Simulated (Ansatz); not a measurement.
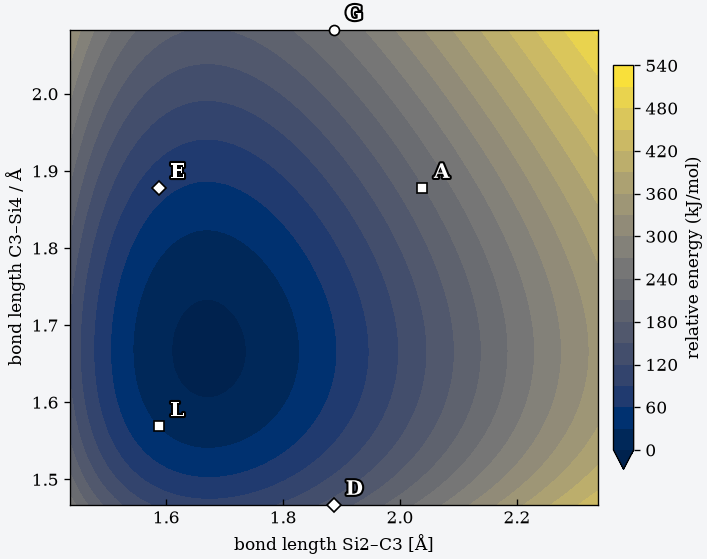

C2H6Si2, SMILES C[SiH]=C=[SiH2]. Coordinates scanned: (1) bond length Si2–C3; (2) bond length C3–Si4. Nothing is relaxed (all other coordinates rigid). The grid has 7 × 7 points. Points are written as (first, second). All energies are given in kJ/mol relative to the lowest grid point. The calculation used RKS r2SCAN0-D4/def2-TZVP in Ansatz.

Drawn: filled contours, lettered points. Between grid points the surface is interpolated.

Is L the lowest point of the computed grid?

No. L lies 29 kJ/mol above the lowest grid point, which is at (1.737 Å, 1.672 Å).

Rank the lettered points by energy, lowest first.

L (29 kJ/mol), E (70 kJ/mol), D (162 kJ/mol), A (208 kJ/mol), G (242 kJ/mol).
